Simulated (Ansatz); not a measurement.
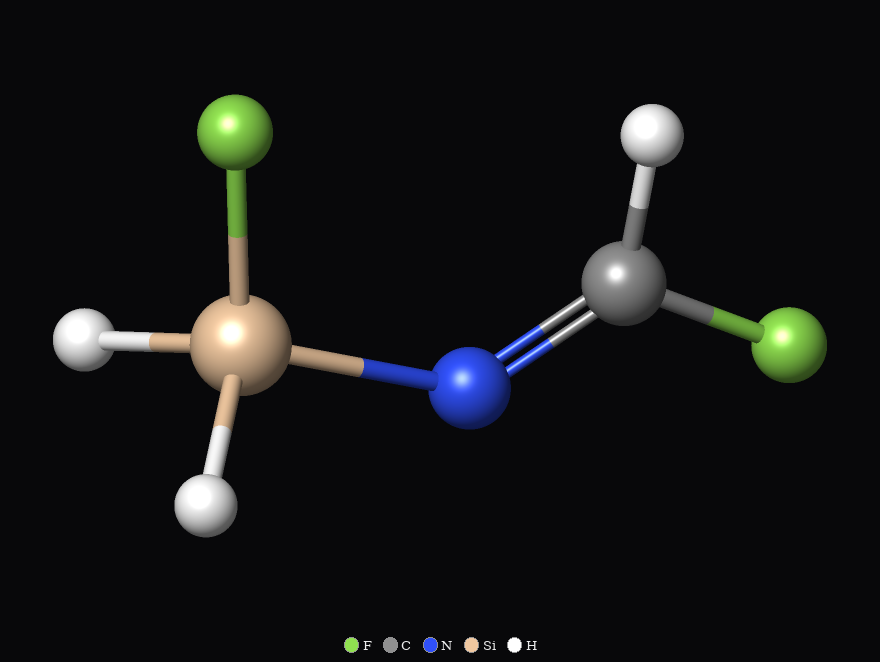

Harmonic vibrations computed with RKS PBE0-D4/def2-TZVP (Ansatz 0.2.0) at a stationary point of the same level.

**Minimum or transition state?**

A minimum: no imaginary frequency, and the lowest mode lies at 93 cm⁻¹.

**How many vibrational modes are there, and where do they lie?**

18 modes: 93, 148, 180, 341, 501, 683, 751, 849, 883, 947, 963, 1008, 1149, 1377, 1834, 2277, 2280, 3120 cm⁻¹.
